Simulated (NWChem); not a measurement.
**Two attempts at BF2 (SMILES F[B]F)**

Aim: the energy of BF2 at UFT97/6-31++G** (spherical functions, esp esp).

The calculation is run with NWChem 7.3.0.

1 further run of the same task is left out (set aside as unsound or not needed).

## 1. The system as given

The species is BF2 (3 atoms), meant as a doublet with charge 0. SMILES: `F[B]F`. Geometry: relaxed at PBE0-D4/def2-TZVP.

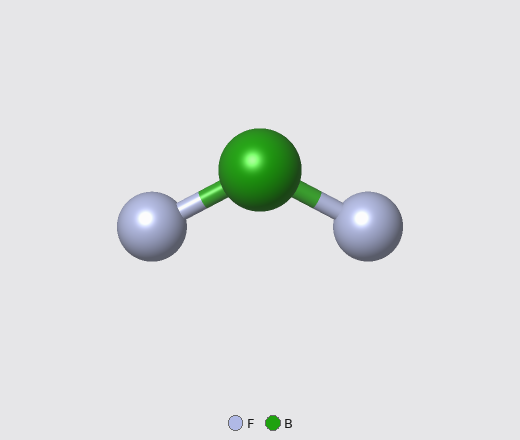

The structure, seen from a chosen angle (fluorine light blue, boron green).

## 2. The input as first written

The input, mol.xyz:

```xyz
3
BF2 energy
F      0.513100    -1.044300     0.160000
B      0.279000     0.240500     0.181300
F     -0.802900     0.738900    -0.354600
```

The input, mol.nw:

```
start mol
title "BF2 energy"
memory total 2200 mb
geometry noautosym nocenter noautoz
  load mol.xyz
end
basis "ao basis" spherical bse
  F library 6-31++G**
  B library 6-31++G**
end
dft
  xc ft97
  mult 6
  grid fine
  convergence energy 1e-08
  iterations 100
  mulliken
  noprint "final vectors analysis"
end
esp
  range 0.4
  spacing 0.035
  recalculate
end
task dft energy
task esp
```

The run is started by

```
$ nwchem mol.nw > mol.out
```

Standard output:

```text
[...]
          Wavefunction type:  spin polarized.
          No. of atoms     :     3
          No. of electrons :    23
[...]
          Charge           :     0
          Spin multiplicity:     6
[...]
          AO basis - number of functions:    54
[...]
              XC Information
              --------------
           Filatov Thiel 1997 Method XC Functional
                        Slater Exchange Functional  1.000 local
            Filatov Thiel 1997 Method X Functional  1.000 non-local
            Filatov Thiel 1997 Method C Functional  1.000
[...]
 d= 0,ls=0.0,diis     1   -223.2601785417 -2.79D+02  7.91D-02  6.88D-01     1.2
[...]
 d= 0,ls=0.0,diis    20   -223.6185379764 -1.17D-09  2.50D-08  1.22D-12    12.0
[...]
         Total DFT energy =     -223.618537976373
      One electron energy =     -415.360737547751
           Coulomb energy =      160.962781789051
    Exchange-Corr. energy =      -24.522870521178
 Nuclear repulsion energy =       55.302288303505
[...]
      Total Density - Mulliken Population Analysis
     ---------------------------------------------
    Atom       Charge   Shell Charges
 -----------   ------   -------------------------------------------------------
    1 F    9     8.41   2.00  1.02  3.15  0.94  1.40 -0.15  0.04  0.02
    2 B    5     6.19   2.00  0.47  1.52  0.45  0.58  0.67  0.38  0.12
    3 F    9     8.41   2.00  1.02  3.15  0.94  1.40 -0.15  0.04  0.02
[...]
      <S2> =      8.7551 (Exact =     8.7500)
[...]
 Dipole moment                                  0.025960
 Quadrupole moment Qxx                         -0.000361
                   Qyy                         -0.082524
                   Qzz                          0.082886
[...]
```

Wall time 15 s (1 thread of Intel Xeon Platinum 8259CL at 2.50GHz (Skylake/Cascade Lake), shared host); peak memory 0.11 GiB.

## 3. Reading the log

The run finished; that doesn't make the result usable.

The fault: the spin state typed doesn't suit the molecule. To mend it: multiplicity 2 in place of 6.

## 4. Second attempt

mol.xyz is that of step 2.

The input, mol.nw:

```
start mol
title "BF2 energy"
memory total 2200 mb

geometry units angstrom noautosym nocenter noautoz
 load format xyz mol.xyz
end

basis spherical bse
 * library 6-31++G**
end

dft
 xc ft97
 mult 2
 grid fine
 convergence energy 1e-08
 maxiter 150
 mulliken
 print medium
end

esp
 range 0.4
 spacing 0.035
 recalculate
end

task dft energy
task esp
```

The run is started by

```
$ nwchem mol.nw > mol.out
```

Standard output:

```text
[...]
          Wavefunction type:  spin polarized.
          No. of atoms     :     3
          No. of electrons :    23
[...]
          Charge           :     0
          Spin multiplicity:     2
[...]
          AO basis - number of functions:    54
[...]
              XC Information
              --------------
           Filatov Thiel 1997 Method XC Functional
                        Slater Exchange Functional  1.000 local
            Filatov Thiel 1997 Method X Functional  1.000 non-local
            Filatov Thiel 1997 Method C Functional  1.000
[...]
 d= 0,ls=0.0,diis     1   -224.3608382138 -2.80D+02  1.34D-02  1.73D-01     0.7
[...]
  Singularity in Pulay matrix. Error and Fock matrices removed.
 d= 0,ls=0.0,diis    27   -224.4495749051  5.66D-08  9.23D-06  5.94D-09    15.0
[...]
  Singularity in Pulay matrix. Error and Fock matrices removed.
 d= 0,ls=0.0,diis    28   -224.4495767198 -1.81D-06  1.96D-06  1.39D-08    15.6
[...]
  Singularity in Pulay matrix. Error and Fock matrices removed.
 d= 0,ls=0.0,diis   121   -224.4495721362 -3.74D-07  1.68D-06  1.85D-09    66.3
[...]
  Singularity in Pulay matrix. Error and Fock matrices removed.
 d= 0,ls=0.0,diis   122   -224.4495722762 -1.40D-07  1.53D-06  1.93D-09    66.9
[...]
  Singularity in Pulay matrix. Error and Fock matrices removed.
 d= 0,ls=0.0,diis   124   -224.4495724391 -4.02D-08  4.30D-06  1.82D-09    68.1
[...]
  Singularity in Pulay matrix. Error and Fock matrices removed.
 d= 0,ls=0.0,diis   126   -224.4495727077  6.67D-08  1.39D-06  1.74D-09    69.2
[...]
 d= 0,ls=0.0,diis   130   -224.4495721857  8.97D-09  1.53D-06  2.02D-09    71.4
[...]
         Total DFT energy =     -224.449572185706
      One electron energy =     -420.691948262899
           Coulomb energy =      165.781219673798
    Exchange-Corr. energy =      -24.841131900109
 Nuclear repulsion energy =       55.302288303505
[...]
      Total Density - Mulliken Population Analysis
     ---------------------------------------------
    Atom       Charge   Shell Charges
 -----------   ------   -------------------------------------------------------
    1 F    9     9.25   2.00  0.95  3.31  0.98  1.83  0.00  0.17  0.01
    2 B    5     4.50   2.00  0.53  1.20  0.39  0.12  0.09  0.02  0.14
    3 F    9     9.25   2.00  0.95  3.31  0.98  1.83  0.00  0.17  0.01
[...]
      <S2> =      0.7507 (Exact =     0.7500)
[...]
 Dipole moment                                  0.199360
 Quadrupole moment Qxx                         -0.002802
                   Qyy                         -0.640248
                   Qzz                          0.643051
[...]
```

Run time: 74 s. Hardware: 1 thread of Intel Xeon Platinum 8259CL at 2.50GHz (Skylake/Cascade Lake), shared host; peak memory 0.11 GiB.

## 5. Outcome

At UFT97/6-31++G** (spherical functions, esp esp):

| quantity | value |
| --- | --- |
| total energy | -224.44957 Eh |
| dipole moment | 0.16 D |
| HOMO energy (highest over α and β) | -5.49 eV |
| LUMO energy (lowest over α and β) | -3.63 eV |
| ⟨S²⟩ | 0.751 |

**Reading.** Mulliken charges run from -0.25 on F1 to +0.50 on B2; in a basis this large or diffuse they mean little.
